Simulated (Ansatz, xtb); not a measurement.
# Ligand exchange: SiH(CH3)(NH2)2 + CH7NSi → SiH(NH2)2(SiH3) + C2H7N

Gas-phase species: SiH(CH3)(NH2)2, singlet; CH7NSi `CN[SiH3]`, singlet; SiH(NH2)2(SiH3), singlet; C2H7N `CNC`, singlet. The partners trade CH3 for SiH3: Si–CH3 and N–SiH3 bonds give way to Si–SiH3 and N–CH3.

Shapes, held fixed at every level: PBE0-D4/def2-TZVP. Flexible molecules stand in one conformer, not always the lowest. Programs: Ansatz 0.2.0, xtb 6.7.1. The zero-point and thermal change to 298 K, harmonic and unscaled (PBE0-D4/def2-TZVP), is +3.8 kJ/mol.

| level | kind | ΔH(298 K) (kJ/mol) | less CCSD(T)/CBS estimate |
| --- | --- | --- | --- |
| GFN0-xTB | semi-empirical | +51.6 | -78.8 |
| HF/def2-TZVPP | Hartree–Fock | +137.8 | +7.4 |
| B3LYP-D4/def2-TZVPP | global hybrid | +124.7 | -5.7 |
| BHLYP-D4/def2-TZVPP | global hybrid | +132.3 | +1.9 |
| r2SCAN0-D4/def2-TZVPP | global hybrid | +128.0 | -2.4 |
| MP2/def2-SVP | perturbation theory | +121.8 | -8.6 |
| CCSD(T)/def2-SVP | coupled cluster or CI | +109.7 | -20.7 |
| CCSD/def2-SVP | coupled cluster or CI | +112.0 | -18.4 |
| CCSD(T)/CBS estimate | coupled cluster or CI | +130.4 | 0.0 |

The highest level, CCSD(T)/CBS estimate, gives ΔH(298 K) = +130.4 kJ/mol; the levels span +51.6 to +137.8. GFN0-xTB strays far from the other rows. The column of differences is taken from that level and isn't an error. No measured value is set beside it here. The CBS estimate extrapolates MP2 from def2-TZVPP and def2-QZVPP and adds CCSD(T) − MP2 in the triple-zeta set, cores frozen.

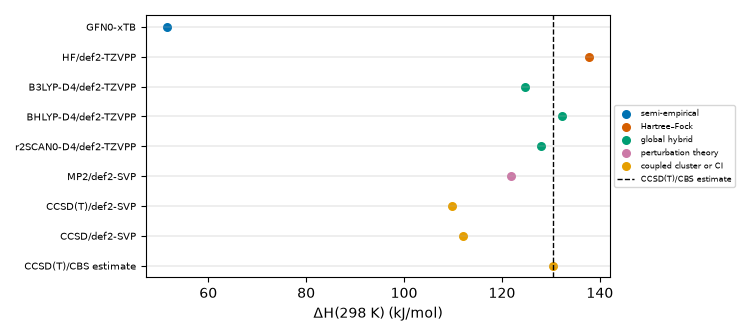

The values of the table, level by level.
